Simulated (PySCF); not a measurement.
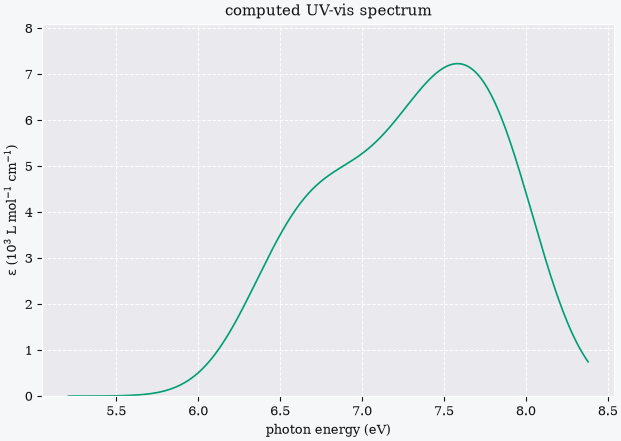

Vertical TDDFT excitations, CAM-B3LYP/def2-SVPD in PySCF 2.14.0, at a PBE0-D3(BJ)/def2-SVP geometry (no frequency check), gas phase. The lowest 10 singlet states are shown; each is broadened by a Gaussian of 1/e half-width 0.40 eV.

Whose absorption spectrum is this?
A. C₆H₁₁⁺, SMILES C[C+]1CCCC1
B. C₆H₁₆AlN, SMILES [CH3][Al@@H-]1[CH2]CC[N+]1(C)C, singlet
C. C₂H₃F₃, SMILES FCC(F)F
D. C₆H₄SSe, SMILES c1cc2[se]ccc2s1

B. Its lowest singlet lies at 6.41 eV (f = 0.019) and the brightest of those computed is S7 at 7.44 eV (167 nm), f = 0.081, mixed, the largest part being HOMO−1 → LUMO+2 (38 %).

Caveats: one conformer of a flexible molecule; core orbitals are frozen in the response.
